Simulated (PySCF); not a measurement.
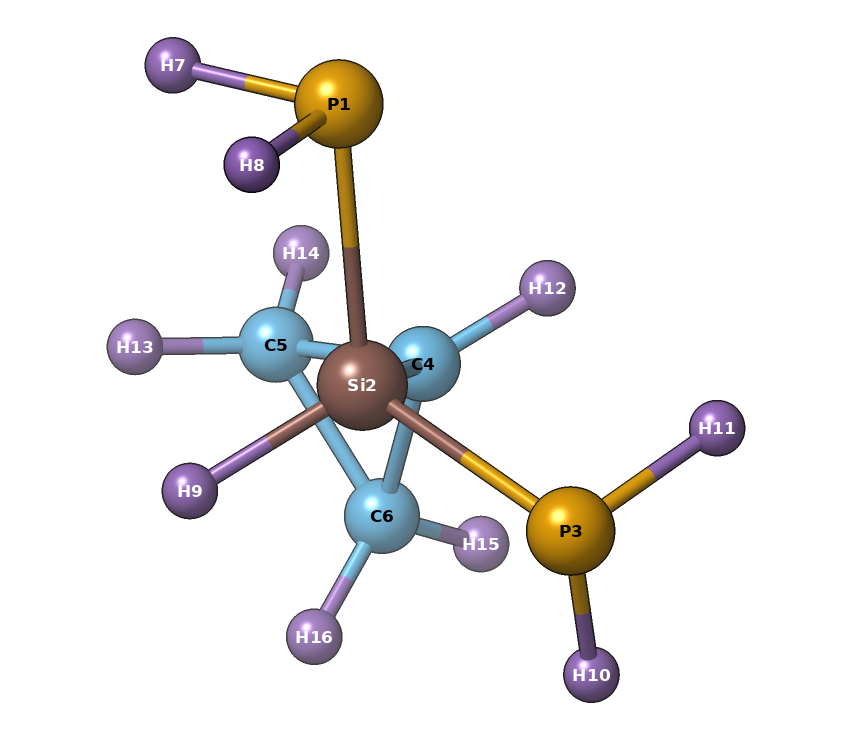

C4 lies behind Si2. The molecule seen a little off the Si2–C4 bond, Si2 in front. Depth is shown by fading: the farther an atom, the more it takes the colour of the background. The geometry was computed by an optimisation with PBE0-D3(BJ)/def2-SVP. No frequency run is at hand to confirm it as a minimum.

**What is the torsion angle P1–Si2–C4–C5? The sign is positive where the front bond must turn clockwise to cover the back bond.**

−88°, about perpendicular.
